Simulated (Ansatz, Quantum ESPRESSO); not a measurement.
# F-SiC-H chair, 1 layer: response to a perpendicular field, part 4 of 6

How does F-SiC-H chair, 1 layer respond to a gate-like field without added charge?

Quantum ESPRESSO 7.5; plane-wave DFT, PBE, GBRV ultrasoft pseudopotentials; geometry and cross-check by Ansatz 0.2.0 with PAW datasets.

So far. Step 6 (SCF with pw.x: field 0.1 V/Å): The dipole goes from -0.2038 to -0.1887 e Å, 0.1509 e Å per V/Å. Step 7 (Potential by pp.x): The slope in the vacuum is 0.100 eV/Å for an applied 0.10 V/Å, as it should be.

## 8. SCF with pw.x: field 0.2 V/Å

f2.in reads:

```
&control
  prefix = 'f2'
  outdir = './out'
  pseudo_dir = './pseudo'
  calculation = 'scf'
  tprnfor = .true.
  tefield = .true.
  dipfield = .true.
/
&system
  ibrav = 0
  nat = 4
  ntyp = 4
  ecutwfc = 40
  ecutrho = 200
  occupations = 'smearing'
  smearing = 'fd'
  degauss = 0.004
  edir = 3
  emaxpos = 0.97
  eopreg = 0.04
  eamp = 0.00388938
/
&electrons
  conv_thr = 1e-09
  mixing_beta = 0.4
  electron_maxstep = 120
  mixing_mode = 'plain'
  startingpot = 'file'
/
ATOMIC_SPECIES
  H   1.0080  h_pbe_v1.4.uspp.F.UPF
  C   12.0110  c_pbe_v1.2.uspp.F.UPF
  Si  28.0850  si_pbe_v1.uspp.F.UPF
  F   18.9984  f_pbe_v1.4.uspp.F.UPF
CELL_PARAMETERS angstrom
  3.12944299525830 0.00000000000000 0.00000000000000
  -1.56472149762915 2.71017713358895 -0.00000000000000
  0.00000000000000 -0.00000000000000 20.37333333330000
ATOMIC_POSITIONS crystal
  H   0.666666666667 0.333333333333 0.418417354066
  C   0.666666666667 0.333333333333 0.472768145245
  Si  0.333333333333 0.666666666667 0.500224613243
  F   0.333333333333 0.666666666667 0.578648787947
K_POINTS automatic
  12 12 1 0 0 0
```

Run with:

```bash
cp -r out/f0.save out/f2.save
OMP_NUM_THREADS=1 mpirun -n 2 pw.x -nk 2 -in f2.in > f2.out
```

Log:

```text
[banner, memory and clock lines left out]
Program PWSCF v.7.5 starts
[...]
number of electrons       =        16.00
     number of Kohn-Sham states=           12
     kinetic-energy cutoff     =      40.0000  Ry
     charge density cutoff     =     200.0000  Ry
[...]
number of k points=    74  Fermi-Dirac smearing, width (Ry)=  0.0040
[...]
Dense  grid:    55571 G-vectors     FFT dimensions: (  27,  27, 180)
[...]
The initial density is read from file :
[...]
negative rho (up, down):  5.969E-04 0.000E+00
[...]
Starting wfcs are   13 randomized atomic wfcs
[...]
negative rho (up, down):  5.936E-04 0.000E+00
[...]
estimated scf accuracy    <       0.00219858 Ry
[...]
negative rho (up, down):  5.939E-04 0.000E+00
[...]
estimated scf accuracy    <       0.00073085 Ry
[...]
negative rho (up, down):  5.937E-04 0.000E+00
[...]
estimated scf accuracy    <       0.00000449 Ry
[...]
negative rho (up, down):  5.936E-04 0.000E+00
[...]
estimated scf accuracy    <       0.00000172 Ry
[...]
negative rho (up, down):  5.934E-04 0.000E+00
[...]
estimated scf accuracy    <       0.00000011 Ry
[...]
negative rho (up, down):  5.934E-04 0.000E+00
[...]
estimated scf accuracy    <          3.8E-09 Ry
[...]
negative rho (up, down):  5.933E-04 0.000E+00
[...]
estimated scf accuracy    <          5.9E-09 Ry
[...]
negative rho (up, down):  5.933E-04 0.000E+00
[...]
Computed dipole along edir(3) :
        Dipole               -0.3278 Ry au,         -0.8333 Debye
        Dipole field         -0.0035 Ry au,
        E field amplitude [Ha a.u.]:  3.8894E-03
        Potential amp.        0.5487 Ry
        Total length         36.9600 bohr
[...]
the Fermi energy is    -2.4668 ev
!    total energy              =     -71.02608108 Ry
     estimated scf accuracy    <          6.4E-11 Ry
     smearing contrib. (-TS)   =      -0.00000000 Ry
     internal energy E=F+TS    =     -71.02608108 Ry
[...]
one-electron contribution =    -466.32420048 Ry
     hartree contribution      =     237.03219861 Ry
     xc contribution           =     -18.14624215 Ry
     ewald contribution        =     176.40845449 Ry
     electric field correction =       0.00370845 Ry
     convergence has been achieved in   8 iterations
     negative rho (up, down):  5.933E-04 0.000E+00
[...]
Total force =     0.005937     Total SCF correction =     0.000023
[...]
```

Run time: 32 s. Hardware: 2 MPI ranks of Arm Neoverse V2, shared host; peak memory 0.4 GiB; 63 s of CPU time.

Numbers from this step:

```
free energy                          : -966.3591 eV
Fermi energy                         : -2.467 eV
dipole along the normal              : -0.1735 e·Å
valence top, on the run's zero       : -4.027 eV
conduction bottom, on the run's zero : -1.026 eV
gap by band count                    : 3.001 eV
```

The dipole goes from -0.2038 to -0.1735 e Å, 0.1516 e Å per V/Å.

## 9. Electrostatic potential

f2.pot.in reads:

```
&inputpp
  prefix = 'f2'
  outdir = './out'
  filplot = 'f2.pot.dat'
  plot_num = 11
/
```

Run with:

```bash
OMP_NUM_THREADS=1 mpirun -n 2 pp.x -in f2.pot.in > f2.pot.out
```

Run time: 0.99 s. Hardware: 2 MPI ranks; peak memory 0.12 GiB; 1.8 s of CPU time.

Numbers from this step:

```
slope of the potential above                                          : 0.2000 eV/Å
upper vacuum line continued to the top atoms, over the valence top    : 8.744 eV
slope of the potential below                                          : 0.2000 eV/Å
lower vacuum line continued to the bottom atoms, over the valence top : 4.390 eV
```

The slope in the vacuum is 0.200 eV/Å for an applied 0.20 V/Å, as it should be.

## 10. Bands along a path: field 0.2 V/Å

f2.bands.in reads:

```
&control
  prefix = 'f2.bands'
  outdir = './out'
  pseudo_dir = './pseudo'
  calculation = 'bands'
  tefield = .true.
  dipfield = .true.
/
&system
  ibrav = 0
  nat = 4
  ntyp = 4
  ecutwfc = 40
  ecutrho = 200
  occupations = 'smearing'
  smearing = 'fd'
  degauss = 0.004
  edir = 3
  emaxpos = 0.97
  eopreg = 0.04
  eamp = 0.00388938
  nbnd = 14
/
&electrons
  conv_thr = 1e-07
  mixing_beta = 0.4
  electron_maxstep = 120
  mixing_mode = 'local-TF'
/
ATOMIC_SPECIES
  H   1.0080  h_pbe_v1.4.uspp.F.UPF
  C   12.0110  c_pbe_v1.2.uspp.F.UPF
  Si  28.0850  si_pbe_v1.uspp.F.UPF
  F   18.9984  f_pbe_v1.4.uspp.F.UPF
CELL_PARAMETERS angstrom
  3.12944299525830 0.00000000000000 0.00000000000000
  -1.56472149762915 2.71017713358895 -0.00000000000000
  0.00000000000000 -0.00000000000000 20.37333333330000
ATOMIC_POSITIONS crystal
  H   0.666666666667 0.333333333333 0.418417354066
  C   0.666666666667 0.333333333333 0.472768145245
  Si  0.333333333333 0.666666666667 0.500224613243
  F   0.333333333333 0.666666666667 0.578648787947
K_POINTS crystal_b
4
  0.0000000000 0.0000000000 0.0000000000 14
  0.5000000000 0.0000000000 0.0000000000 14
  0.3333333333 0.3333333333 0.0000000000 14
  0.0000000000 0.0000000000 0.0000000000 1
```

Run with:

```bash
cp -r out/f2.save out/f2.bands.save
cp out/f2.xml out/f2.bands.xml
OMP_NUM_THREADS=1 mpirun -n 2 pw.x -nk 2 -in f2.bands.in > f2.bands.out
```

Log:

```text
[banner, memory and clock lines left out]
Program PWSCF v.7.5 starts
[citation notice left out]

[...]
bravais-lattice index     =            0
     lattice parameter (alat)  =       5.9138  a.u.
     unit-cell volume          =    1166.0668 (a.u.)^3
     number of atoms/cell      =            4
     number of atomic types    =            4
     number of electrons       =        16.00
     number of Kohn-Sham states=           14
     kinetic-energy cutoff     =      40.0000  Ry
     charge density cutoff     =     200.0000  Ry
     Exchange-correlation=  SLA  PW   PBX  PBC
                           (   1   4   3   4   0   0   0)

[...]
PseudoPot. # 1 for H  read from file:
     ./pseudo/h_pbe_v1.4.uspp.F.UPF
     Pseudo is Ultrasoft, Zval =  1.0
     Generated by new atomic code, or converted to UPF format
     Using radial grid of  615 points,  2 beta functions with:
                l(1) =   0
                l(2) =   0
     Q(r) pseudized with  8 coefficients,  rinner =    0.700

     PseudoPot. # 2 for C  read from file:
     ./pseudo/c_pbe_v1.2.uspp.F.UPF
     Pseudo is Ultrasoft + core correction, Zval =  4.0
     Generated by new atomic code, or converted to UPF format
     Using radial grid of  721 points,  4 beta functions with:
                l(1) =   0
                l(2) =   0
                l(3) =   1
                l(4) =   1
     Q(r) pseudized with  8 coefficients,  rinner =    1.100   1.100   1.100

     PseudoPot. # 3 for Si read from file:
     ./pseudo/si_pbe_v1.uspp.F.UPF
     Pseudo is Ultrasoft + core correction, Zval =  4.0
     Generated by new atomic code, or converted to UPF format
     Using radial grid of  899 points,  6 beta functions with:
                l(1) =   0
                l(2) =   0
                l(3) =   1
                l(4) =   1
                l(5) =   2
                l(6) =   2
     Q(r) pseudized with  8 coefficients,  rinner =    0.900   0.900   0.900
                                                       0.900   0.900

     PseudoPot. # 4 for F  read from file:
     ./pseudo/f_pbe_v1.4.uspp.F.UPF
     Pseudo is Ultrasoft, Zval =  7.0
     Generated by new atomic code, or converted to UPF format
     Using radial grid of  799 points,  4 beta functions with:
                l(1) =   0
                l(2) =   0
                l(3) =   1
                l(4) =   1
     Q(r) pseudized with  8 coefficients,  rinner =    0.950   0.950   0.950

     atomic species   valence    mass     pseudopotential
     H                 1.00     1.00800     H ( 1.00)
     C                 4.00    12.01100     C ( 1.00)
     Si                4.00    28.08500     Si( 1.00)
     F                 7.00    18.99840     F ( 1.00)

     No symmetry found

[...]
number of k points=    43  Fermi-Dirac smearing, width (Ry)=  0.0040
[...]
Dense  grid:    55571 G-vectors     FFT dimensions: (  27,  27, 180)

     Smooth grid:    39785 G-vectors     FFT dimensions: (  24,  24, 160)

     The potential is recalculated from file :
     ./out/f2.bands.save/charge-density

     negative rho (up, down):  5.933E-04 0.000E+00

     Adding external electric field

     Computed dipole along edir(3) :
        Dipole               -0.3278 Ry au,         -0.8333 Debye
        Dipole field         -0.0035 Ry au,

        E field amplitude [Ha a.u.]:  3.8894E-03
        Potential amp.        0.5487 Ry
        Total length         36.9600 bohr

     Starting wfcs are   13 randomized atomic wfcs +    1 random wfcs

     Band Structure Calculation
     Davidson diagonalization with overlap
     c_bands:  1 eigenvalues not converged

     ethr =  6.25E-10,  avg # of iterations = 50.7

     End of band structure calculation

          k = 0.0000 0.0000 0.0000 (  4907 PWs)   bands (ev):

   -27.0168 -17.2501 -10.6528  -7.9188  -6.9575  -6.9575  -4.0273  -4.0273
    -1.0264  -0.3069   1.2586   1.5040   3.1481   4.2610

          k = 0.0357 0.0206 0.0000 (  4913 PWs)   bands (ev):

   -27.0145 -17.2321 -10.6443  -7.9258  -6.9674  -6.9629  -4.1310  -4.0507
    -1.0007  -0.2814   1.3081   1.5526   3.1775   4.2666

[...]
```

Run time: 18 s. Hardware: 2 MPI ranks; peak memory 0.17 GiB.

Band numbers count within the set of bands kept for display. Electronic bands along the path, in eV, zero at the highest filled level of the SCF mesh; v1 is the highest filled band, c1 the lowest empty one:

```
point     v4     v3     v2     v1    c1    c2    c3    c4
    Γ  -2.93  -2.93   0.00   0.00  3.00  3.72  5.29  5.53
    M  -4.21  -3.39  -2.79  -1.30  4.41  6.24  7.42  8.33
    K  -4.72  -4.08  -2.94  -2.52  6.73  7.14  8.34  9.38
    Γ  -2.93  -2.93   0.00   0.00  3.00  3.72  5.29  5.53
```

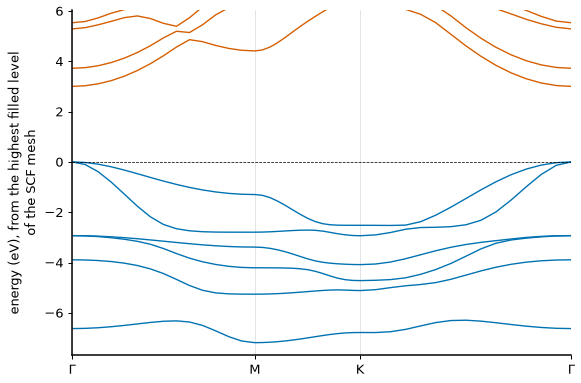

Electronic bands along the path; lines of filled and empty bands in two colours.

Upper empty bands that drop with the field can be states of the vacuum, held by the sawtooth; they depend on the cell's width.

Along this path the valence top lies at Γ and the conduction bottom at Γ.

## 11. Ground state: field -0.2 V/Å

f3.in, as its differences from the input of step 8:

```diff
@@ -1,3 +1,3 @@
 &control
-  prefix = 'f2'
+  prefix = 'f3'
   outdir = './out'
@@ -21,3 +21,3 @@
   eopreg = 0.04
-  eamp = 0.00388938
+  eamp = -0.00388938
 /
```

Run with:

```bash
cp -r out/f0.save out/f3.save
OMP_NUM_THREADS=1 mpirun -n 2 pw.x -nk 2 -in f3.in > f3.out
```

Log:

```text
[banner, memory and clock lines left out]
Program PWSCF v.7.5 starts
[...]
number of electrons       =        16.00
     number of Kohn-Sham states=           12
     kinetic-energy cutoff     =      40.0000  Ry
     charge density cutoff     =     200.0000  Ry
[...]
number of k points=    74  Fermi-Dirac smearing, width (Ry)=  0.0040
[...]
Dense  grid:    55571 G-vectors     FFT dimensions: (  27,  27, 180)
[...]
The initial density is read from file :
[...]
negative rho (up, down):  5.969E-04 0.000E+00
[...]
Starting wfcs are   13 randomized atomic wfcs
[...]
negative rho (up, down):  5.985E-04 0.000E+00
[...]
estimated scf accuracy    <       0.00211571 Ry
[...]
negative rho (up, down):  5.988E-04 0.000E+00
[...]
estimated scf accuracy    <       0.00068680 Ry
[...]
negative rho (up, down):  5.993E-04 0.000E+00
[...]
estimated scf accuracy    <       0.00000292 Ry
[...]
negative rho (up, down):  5.996E-04 0.000E+00
[...]
estimated scf accuracy    <       0.00000092 Ry
[...]
negative rho (up, down):  5.997E-04 0.000E+00
[...]
estimated scf accuracy    <       0.00000004 Ry
[...]
negative rho (up, down):  5.998E-04 0.000E+00
[...]
estimated scf accuracy    <          5.3E-09 Ry
[...]
negative rho (up, down):  5.998E-04 0.000E+00
[...]
Computed dipole along edir(3) :
        Dipole               -0.4420 Ry au,         -1.1235 Debye
        Dipole field         -0.0048 Ry au,
        E field amplitude [Ha a.u.]: -3.8894E-03
        Potential amp.        0.0646 Ry
        Total length         36.9600 bohr
[...]
the Fermi energy is    -2.3004 ev
!    total energy              =     -71.03207169 Ry
     estimated scf accuracy    <          5.8E-10 Ry
     smearing contrib. (-TS)   =      -0.00000000 Ry
     internal energy E=F+TS    =     -71.03207169 Ry
[...]
one-electron contribution =    -466.47895339 Ry
     hartree contribution      =     237.19088245 Ry
     xc contribution           =     -18.15112240 Ry
     ewald contribution        =     176.40845449 Ry
     electric field correction =      -0.00133283 Ry
     convergence has been achieved in   7 iterations
     negative rho (up, down):  5.998E-04 0.000E+00
[...]
Total force =     0.015866     Total SCF correction =     0.000073
[...]
```

Wall time 28 s (2 MPI ranks); peak memory 0.26 GiB.

This step gave:

```
free energy                          : -966.4406 eV
Fermi energy                         : -2.300 eV
dipole along the normal              : -0.2339 e·Å
valence top, on the run's zero       : -4.024 eV
conduction bottom, on the run's zero : -0.1861 eV
gap by band count                    : 3.837 eV
```

The dipole goes from -0.2038 to -0.2339 e Å, 0.1505 e Å per V/Å.

## 12. Potential by pp.x

f3.pot.in reads:

```
&inputpp
  prefix = 'f3'
  outdir = './out'
  filplot = 'f3.pot.dat'
  plot_num = 11
/
```

Run with:

```bash
OMP_NUM_THREADS=1 mpirun -n 2 pp.x -in f3.pot.in > f3.pot.out
```

Elapsed: 1 s, on 2 MPI ranks; peak memory 0.12 GiB; 1.9 s of CPU time.

This step gave:

```
slope of the potential above                                          : -0.2000 eV/Å
upper vacuum line continued to the top atoms, over the valence top    : 8.670 eV
slope of the potential below                                          : -0.2000 eV/Å
lower vacuum line continued to the bottom atoms, over the valence top : 4.333 eV
```

The slope in the vacuum is -0.200 eV/Å for an applied -0.20 V/Å, as it should be.

Each curve counts from the valence top of its own run.

The runs together. Potential energy against z:

```
z (Å)  potential at 0 V/Å (eV)  potential at 0.1 V/Å (eV)  potential at 0.2 V/Å (eV)  potential at -0.2 V/Å (eV)
  0.0                     5.45                       5.04                       4.63                        6.27
  2.5                     4.36                       3.77                       3.19                        5.54
  5.0                     4.36                       4.02                       3.69                        5.04
  7.5                     4.22                       4.13                       4.04                        4.41
 10.0                    -14.5                      -14.5                      -14.5                       -14.5
 12.5                     7.62                       7.72                       7.82                        7.42
 15.0                     8.71                       9.05                       9.39                        8.03
 17.5                     8.71                       9.30                       9.89                        7.53
 20.0                     7.44                       7.78                       8.12                        6.76
```

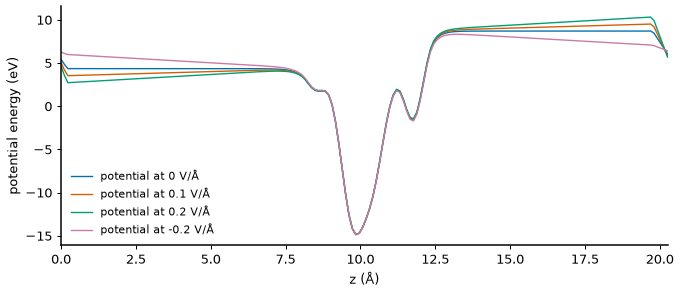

Potential energy against z.

(Continued in part 5 of 6.)

[Logs are printed without paths, hosts, clocks, repeated set-up lines and the standing remarks that a program may print on its own settings, such as how far it seeks lower states.]

[Hosts, paths, dates, database ids (printed as entryN), source tags and the programs' standing remarks are cut or masked in the printed files.]

[Maps of the electrostatic potential energy from Ansatz leave out the sawtooth potential of an applied field or a dipole correction, so their vacuum need not be flat; planar profiles and work functions include it.]
